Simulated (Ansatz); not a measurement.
```xyz
9

Br   -3.7682   -0.9604   -1.0728
Si    0.1366    0.0381   -0.8249
Si   -0.5998   -1.9445   -1.8563
Si   -2.6483   -1.3970   -2.9952
H     1.5489   -0.0899   -0.3507
H     0.0658    1.1667   -1.8059
H    -0.7536    0.3528    0.3319
H     0.4541   -2.4335   -2.8048
H    -0.8283   -2.9864   -0.8035
```

Geometry: PBE0-D3(BJ)/def2-SVP.

Method: isolated molecule in a Gaussian basis; Kohn-Sham density functional theory, functional PBE0 (Ansatz).

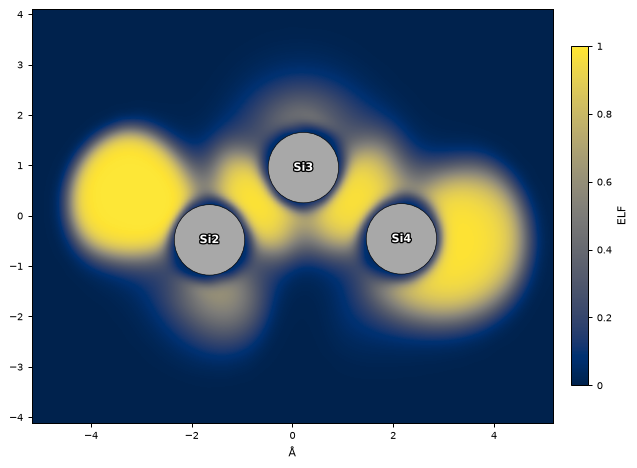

BrH5Si3 (SMILES [SiH3][SiH2][Si]Br). Electron localisation function on the plane of atoms Si2, Si3 and Si4. Grey discs cover the atomic cores.

> Describe what can be read from this map.

The section cuts through Si sites. Si–Si (2.35 Å): the ELF peaks at about 1 between the atoms; a shared electron pair. Si–Si (2.41 Å): the ELF peaks at about 1 between the atoms: a shared electron pair. The ELF also peaks beside Si4, away from the bonds: lone-pair regions.
